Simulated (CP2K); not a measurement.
Consider methyl isocyanate at its PBE geometry (Å).

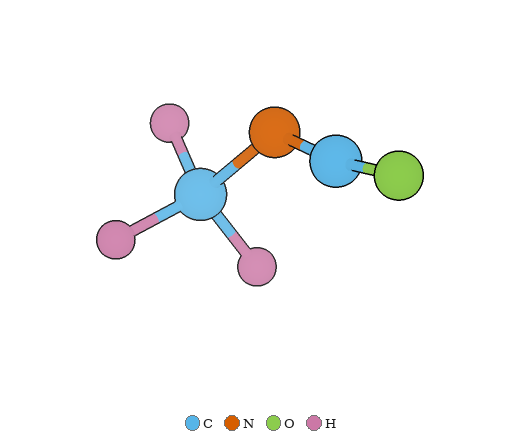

The molecule (carbon blue, nitrogen orange, oxygen green, hydrogen pink).

```xyz
7

C    -0.9124    0.0374    0.0175
N     0.4614    0.4809    0.0840
C     1.5711    0.0086   -0.0170
O     2.7121   -0.3162   -0.0931
H    -1.1213   -0.4650   -0.9374
H    -1.5702    0.9086    0.1048
H    -1.1407   -0.6542    0.8411
```

Method: CP2K XAS_TDP, all-electron GAPW, PBEh(45%), aug-cc-pVDZ, TDA, GW2X-corrected core level, no relativity.

Question: Where do the N K-edge lines lie, and how strong are they?

Leading lines: N2 402.07 eV. The leading line of an atom is its first one with 35 % of the strongest within 2.5 eV of its lowest line over the strength cut. Core ionisation energies at this level: N2 406.11 eV.

The first six lines of each atom with a strength over 0.0015:

```csv
atom,energy (eV),states,"strength, one atom",above the computed threshold
N2 (bonded to 2 C),402.07,1,0.0204,
,402.79,1,0.0348,
,404.69,1,0.0070,
,406.09,1,0.0122,
,406.34,1,0.0030,yes
,406.57,1,0.0032,yes
```

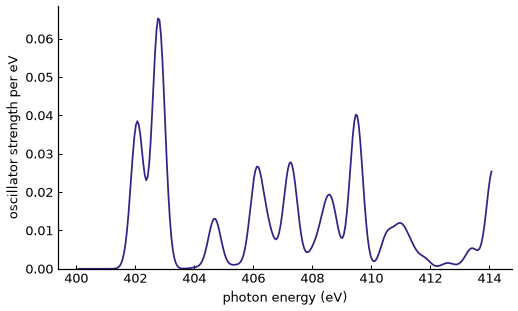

All atoms added, broadened by 0.5 eV.

Lines are vertical, at one geometry, with no vibrational structure. GW2X ionisation energies and lines can be off by 1 to 2 eV either way, and a good line position may hide errors that cancel. These values hold no scalar relativity, about 0.2 eV for N 1s. Rydberg lines, and the discretised continuum above threshold, depend on the basis and the box.

[Banner, clock and machine lines of the logs are left out without a mark of their own.]

[Logs are printed without paths, hosts, clocks, repeated set-up lines and the standing remarks that a program may print on its own settings, such as how far it seeks lower states.]

[Hosts, paths, dates, database ids (printed as entryN), source tags and the programs' standing remarks are cut or masked in the printed files.]
